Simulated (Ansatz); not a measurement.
**One shape, several levels: CH5AlO (SMILES [CH3][AlH][OH])**

We compute a comparison of 6 runs (B2PLYP/aug-cc-pVDZ, BHLYP/aug-cc-pVDZ, CAM-B3LYP/aug-cc-pVDZ, PBE0/aug-cc-pVDZ, SVWN5/aug-cc-pVDZ, revPBE/aug-cc-pVDZ) of CH5AlO. 

The results are computed with Ansatz 0.2.0.

42 further runs of the same task are left out: 42 set aside as unsound or not needed.

### 1 The system as given

CH5AlO has 8 atoms, charge 0, and is taken as a singlet. As SMILES, `[CH3][AlH][OH]`. One bond was lengthened or shortened from a relaxed shape.

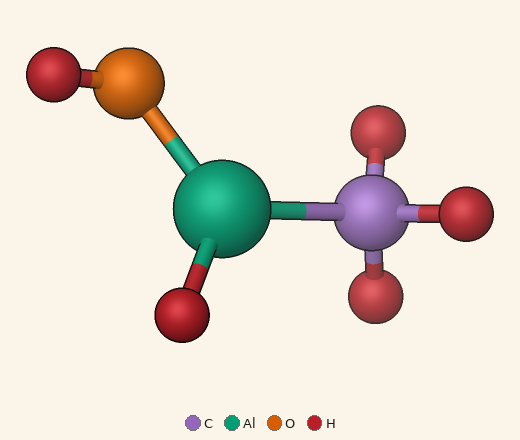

The structure, seen from a chosen angle (carbon purple, aluminium teal, oxygen orange, hydrogen red).

### 2 A single-point energy at B2PLYP/aug-cc-pVDZ (run 1)

molecule.yaml

```yaml
crystal:
  periodic: [false, false, false]
  atoms:
    - {symbol: C, position_ang: [-0.845830, 0.836333, -0.103935]}
    - {symbol: Al, position_ang: [0.511770, -0.540067, -0.272935]}
    - {symbol: O, position_ang: [0.476670, -1.822267, 0.843765]}
    - {symbol: H, position_ang: [-0.325100, 1.954500, 0.149300]}
    - {symbol: H, position_ang: [-1.559330, 0.609533, 0.691265]}
    - {symbol: H, position_ang: [-1.403630, 0.959133, -1.037835]}
    - {symbol: H, position_ang: [1.648870, -0.540367, -1.383235]}
    - {symbol: H, position_ang: [1.113270, -2.534967, 0.826465]}
basis:
  gaussian: {orbitals: aug-cc-pVDZ}
output: {orbitals: {seedname: orbitals}}
correlation: {frozen_orbitals: {Al: 5, C: 1, H: 0, O: 1}}
hamiltonian: {xc: {name: B2PLYP}}
accuracy: high
```

On the command line:

```bash
ansatz run molecule.yaml --threads 1 --pin off --max-ram 3480MiB --events-out events.jsonl --progress --plain --runs-dir runs
```

The program printed:

```text
Warning: RAYON_NUM_THREADS=1 ignored (pool sized by the plan → 1); use --threads N
Functional definition: B2PLYP
  name "B2PLYP"
  parameter a = 0.53
  parameter c = 0.27
  exchange = (1 - a)*b88_x + a*exact_x
  correlation = (1 - c)*lyp_c + c*(mp2_os + mp2_ss)
2330 factors; integrals over basis functions are off by at most 3.6e-9 eV
mean field evaluation 1: about -9745.7442 eV, gradient 6.4e1 eV
mean field evaluation 2: about -9745.7455 eV, gradient 6.4e1 eV
mean field evaluation 4: about -9753.7786 eV, gradient 9.1e0 eV
mean field evaluation 8: about -9753.9436 eV, gradient 1.4e-1 eV
mean field evaluation 16: about -9753.9437 eV, gradient 1.1e-5 eV
mean field -9753.94371051 eV, -358.4508199006 hartree, gradient 1.7e-8 eV, S^2 0.000000; 0 other end points of the search recorded, 0 dependent functions left out
7 core orbitals not correlated: weight in the atoms' cores, before any rotation towards them, 1.000 or more for the frozen orbitals, at most 0.000 for the correlated occupied ones
reference -9753.94374743 eV, -358.4508212576 hartree; 9, 9 occupied and 102, 102 virtual orbitals, 2330 factors
second order -14.39433787 eV of doubles, -0.00000000 eV of singles
Total energy: -9757.83021865 eV, -358.5936464407 hartree
```

Wall time 17 s (1 thread of Arm Neoverse V2, shared host); peak memory 0.4 GiB.

### 3 A single-point energy at BHLYP/aug-cc-pVDZ (run 2)

run.yaml

```yaml
crystal:
  periodic: [false, false, false]
  atoms:
    - symbol: C
      position_ang: [-0.845830, 0.836333, -0.103935]
    - symbol: Al
      position_ang: [0.511770, -0.540067, -0.272935]
    - symbol: O
      position_ang: [0.476670, -1.822267, 0.843765]
    - symbol: H
      position_ang: [-0.325100, 1.954500, 0.149300]
    - symbol: H
      position_ang: [-1.559330, 0.609533, 0.691265]
    - symbol: H
      position_ang: [-1.403630, 0.959133, -1.037835]
    - symbol: H
      position_ang: [1.648870, -0.540367, -1.383235]
    - symbol: H
      position_ang: [1.113270, -2.534967, 0.826465]
basis:
  gaussian:
    orbitals: aug-cc-pVDZ
hamiltonian:
  xc: {name: BHLYP}
accuracy: high
output: {orbitals: {seedname: orbitals}}
```

On the command line:

```bash
ansatz run run.yaml --threads 1 --pin off --max-ram 3480MiB --events-out events.jsonl --progress --plain --runs-dir runs
```

The program printed:

```text
Warning: RAYON_NUM_THREADS=1 ignored (pool sized by the plan → 1); use --threads N
Functional definition: BHLYP
  name "BHLYP"
  parameter a = 0.5
[... 1 set-up line as earlier in the session ...]
  correlation = lyp_c
2330 factors; integrals over basis functions are off by at most 3.6e-9 eV
mean field evaluation 1: about -9753.6004 eV, gradient 6.5e1 eV
mean field evaluation 2: about -9749.2616 eV, gradient 8.0e1 eV
mean field evaluation 4: about -9762.2738 eV, gradient 3.0e0 eV
mean field evaluation 8: about -9762.2987 eV, gradient 3.5e-2 eV
mean field evaluation 16: about -9762.2987 eV, gradient 2.6e-6 eV
mean field -9762.29867185 eV, -358.7578590667 hartree, gradient 9.5e-9 eV, S^2 0.000000; 0 other end points of the search recorded, 0 dependent functions left out
reference -9762.29871179 eV, -358.7578605346 hartree; 16, 16 occupied and 102, 102 virtual orbitals, 2330 factors
Total energy: -9762.29871179 eV, -358.7578605346 hartree
```

Wall time 12 s (1 thread of Arm Neoverse V2, shared host); peak memory 0.39 GiB.

Runs 3 to 5 aren't shown in full; the table further down has their settings and results.

### 4 The energy at revPBE/aug-cc-pVDZ (run 6)

run.yaml

```yaml
basis:
  gaussian:
    orbitals: aug-cc-pVDZ
crystal:
  periodic: [false, false, false]
  atoms:
    - {symbol: C, position_ang: [-0.845830, 0.836333, -0.103935]}
    - {symbol: Al, position_ang: [0.511770, -0.540067, -0.272935]}
    - {symbol: O, position_ang: [0.476670, -1.822267, 0.843765]}
    - {symbol: H, position_ang: [-0.325100, 1.954500, 0.149300]}
    - {symbol: H, position_ang: [-1.559330, 0.609533, 0.691265]}
    - {symbol: H, position_ang: [-1.403630, 0.959133, -1.037835]}
    - {symbol: H, position_ang: [1.648870, -0.540367, -1.383235]}
    - {symbol: H, position_ang: [1.113270, -2.534967, 0.826465]}
magnetization:
  spin_polarized: false
hamiltonian:
  xc: {name: revPBE}
accuracy: high
output: {orbitals: {seedname: orbitals}}
```

On the command line:

```bash
ansatz run run.yaml --threads 1 --pin off --max-ram 3480MiB --events-out events.jsonl --progress --plain --runs-dir runs
```

The program printed:

```text
Warning: RAYON_NUM_THREADS=1 ignored (pool sized by the plan → 1); use --threads N
Functional definition: revPBE
  name "revPBE"
  parameter kappa = 1.245
  parameter beta = 0.06672455060314922
  exchange = pbe_x(kappa = kappa, mu = beta*pi^2/3)
  correlation = pbe_c(beta = beta)
2330 factors; integrals over basis functions are off by at most 3.6e-9 eV
mean field evaluation 1: about -9744.7403 eV, gradient 8.8e1 eV
mean field evaluation 2: about -9662.4349 eV, gradient 1.9e2 eV
mean field evaluation 4: about -9760.6148 eV, gradient 1.9e1 eV
mean field evaluation 8: about -9761.5084 eV, gradient 2.4e-1 eV
mean field evaluation 16: about -9761.5086 eV, gradient 1.6e-5 eV
mean field -9761.50855007 eV, -358.7288226271 hartree, gradient 2.5e-8 eV, S^2 0.000000; 0 other end points of the search recorded, 0 dependent functions left out
reference -9761.50856250 eV, -358.7288230836 hartree; 16, 16 occupied and 102, 102 virtual orbitals, 2330 factors
Total energy: -9761.50856250 eV, -358.7288230836 hartree
```

Wall time 11 s (1 thread of Arm Neoverse V2, shared host); peak memory 0.34 GiB.

### 5 The series

```tsv
run	level	frozen core orbitals	energy (Eh)	HOMO energy (eV)	LUMO energy (eV)	HOMO–LUMO gap (eV)	wall time
1	B2PLYP/aug-cc-pVDZ	7	-358.593646	-9.20	0.12	9.32	17 s
2	BHLYP/aug-cc-pVDZ	–	-358.757861	-9.25	-0.05	9.20	12 s
3	CAM-B3LYP/aug-cc-pVDZ	–	-358.774300	-9.43	0.08	9.51	13 s
4	PBE0/aug-cc-pVDZ	–	-358.571805	-8.02	-0.64	7.39	11 s
5	SVWN5/aug-cc-pVDZ	–	-356.822181	-6.79	-1.56	5.23	6.9 s
6	revPBE/aug-cc-pVDZ	–	-358.728823	-6.70	-1.29	5.41	11 s
```

### 6 Outcome

| quantity | value |
| --- | --- |
| run 6: total energy | -358.72882 Eh |
| run 6: HOMO energy | -6.70 eV |
| run 6: LUMO energy | -1.29 eV |
| run 6: HOMO–LUMO gap | 5.41 eV |

**Reading.** The HOMO–LUMO gap runs from 5.23 eV (SVWN5/aug-cc-pVDZ) to 9.51 eV (CAM-B3LYP/aug-cc-pVDZ). Totals of different functionals can't be ranked against each other. All runs together took 70 s, the longest 17 s.
